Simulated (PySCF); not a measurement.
Core-level calculation, with input and output: BSi2H5Cl2O3

- system: BSi2H5Cl2O3
- method: delta-SCF UKS SCAN, pcX-2 on the ionised atom, pcseg-1 elsewhere, spin-free X2C (PySCF 2.14.0)

Figures and captions count atoms from 1; the log counts them from 0 in places.

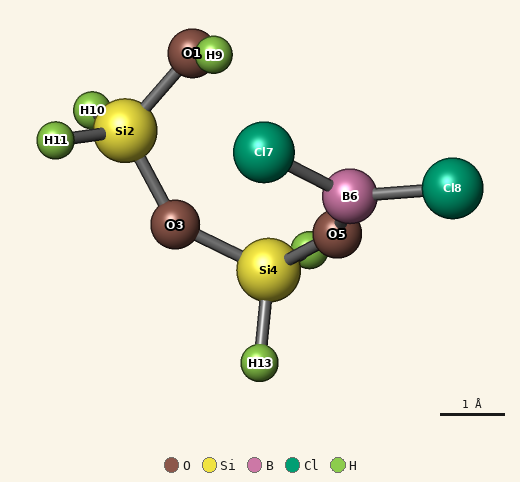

The structure as given in the input (ball-and-stick view, seen at a tilt; atoms are numbered from 1 in the order of the input).

Summary

| quantity | value |
| --- | --- |
| outcome | converged |
| hardware | 1 CPU thread, shared host |
| wall time | 41 s |
| peak memory | 0.74 GiB |

Input file
```
{"job": {"kind": "xps", "holes": 5}, "charge": 0, "multiplicity": 1}
O     -1.589516     1.211195    -0.809409
Si    -1.993027    -0.330767    -0.369124
O     -0.623186    -1.237917    -0.077044
Si     0.986107    -1.336363    -0.356688
O      1.771822     0.072979     0.119652
B      1.777957     1.173452     0.851591
Cl     0.355236     1.676890     1.803797
Cl     3.200906     2.195435     0.926178
H     -1.205883     1.751760    -0.107779
H     -2.715927    -0.917737    -1.523373
H     -2.793554    -0.374916     0.883366
H      1.288002    -1.473632    -1.801676
H      1.555631    -2.429995     0.463601
```

The first line tells a small driver script what to run in PySCF; the rest is the geometry in Å.

Launched with:
```bash
OMP_NUM_THREADS=1 python <driver script> task.json out
```

Output
```
ground state, core basis on atom 0 (O), 184 functions
  cycle   1  E = -1756.66141730  |g| = 1.22e+00
  cycle   2  E = -1755.90354779  |g| = 2.32e+00
  cycle   3  E = -1756.92327964  |g| = 1.78e-01
  cycle   4  E = -1756.92965535  |g| = 9.06e-02
  cycle   5  E = -1756.93138743  |g| = 4.07e-02
  cycle   6  E = -1756.93171832  |g| = 9.04e-03
  cycle   7  E = -1756.93172498  |g| = 5.02e-03
  cycle   8  E = -1756.93173158  |g| = 9.01e-04
  cycle   9  E = -1756.93173517  |g| = 2.39e-04
  E(ground) = -1757.01482723 Eh
hole in O 1s of atom 0
  cycle   1  E = -1736.31695158  |g| = 2.22e+00
[... 10 cycles left out ...]
  E(ion) = -1737.21701637 Eh   <S^2> = 0.7617   hole on atom = 1.000   binding energy = 538.726 eV
ground state, core basis on atom 1 (Si), 195 functions
[... 7 cycles left out ...]
  E(ground) = -1757.05249436 Eh
hole in Si 2p of atom 1
[... 10 cycles left out ...]
  E(ion) = -1753.06532532 Eh   <S^2> = 0.7512   hole on atom = 1.003   binding energy = 108.496 eV
  2p3/2 = 108.250 eV   2p1/2 = 108.876 eV
ground state, core basis on atom 2 (O), 184 functions
[... 6 cycles left out ...]
  E(ground) = -1757.01836699 Eh
hole in O 1s of atom 2
[... 11 cycles left out ...]
  E(ion) = -1737.23297041 Eh   <S^2> = 0.7619   hole on atom = 1.000   binding energy = 538.388 eV
ground state, core basis on atom 3 (Si), 195 functions
[... 7 cycles left out ...]
  E(ground) = -1757.05233634 Eh
hole in Si 2p of atom 3
[... 10 cycles left out ...]
  E(ion) = -1753.04651452 Eh   <S^2> = 0.7512   hole on atom = 1.003   binding energy = 109.004 eV
  2p3/2 = 108.741 eV   2p1/2 = 109.368 eV
ground state, core basis on atom 4 (O), 184 functions
[... 6 cycles left out ...]
  E(ground) = -1757.01536486 Eh
hole in O 1s of atom 4
[... 1 cycle left out ...]
  cycle   2  E = -1735.57431595  |g| = 2.31e+00
  cycle   3  E = -1736.96003300  |g| = 5.61e-01
  cycle   4  E = -1737.01035698  |g| = 4.45e-01
  cycle   5  E = -1737.11183226  |g| = 7.04e-02
  cycle   6  E = -1737.11283577  |g| = 4.51e-02
  cycle   7  E = -1737.11369418  |g| = 8.62e-03
  cycle   8  E = -1737.11372586  |g| = 2.49e-03
  cycle   9  E = -1737.11373009  |g| = 1.26e-03
  cycle  10  E = -1737.11373072  |g| = 6.25e-04
  cycle  11  E = -1737.11373129  |g| = 2.05e-04
  E(ion) = -1737.19693553 Eh   <S^2> = 0.7619   hole on atom = 1.000   binding energy = 539.287 eV
```

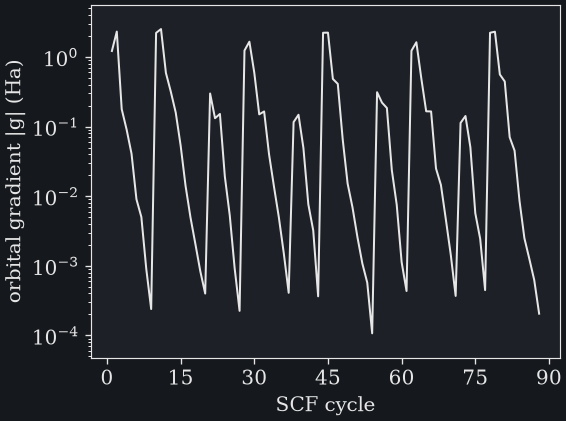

Convergence of the self-consistent field: orbital gradient |g| against the SCF cycle. All cycles printed in the log are drawn one after another.

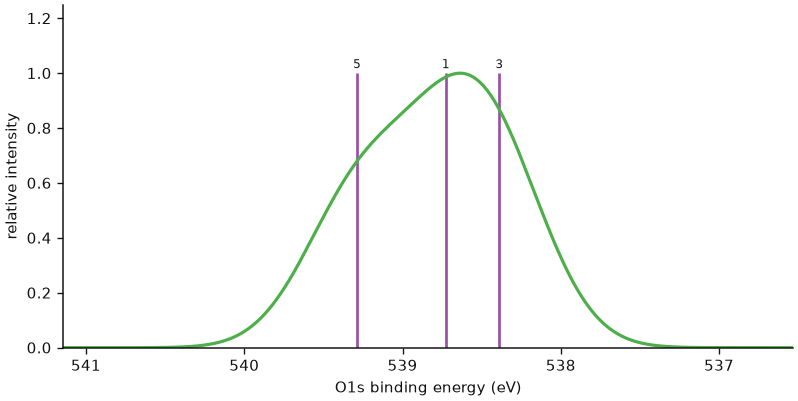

O1s binding energies by ΔSCF of the atoms computed, labelled by atom number, with a Gaussian envelope of 0.8 eV full width. They run from 538.39 eV (atom 3) to 539.29 eV (atom 5).
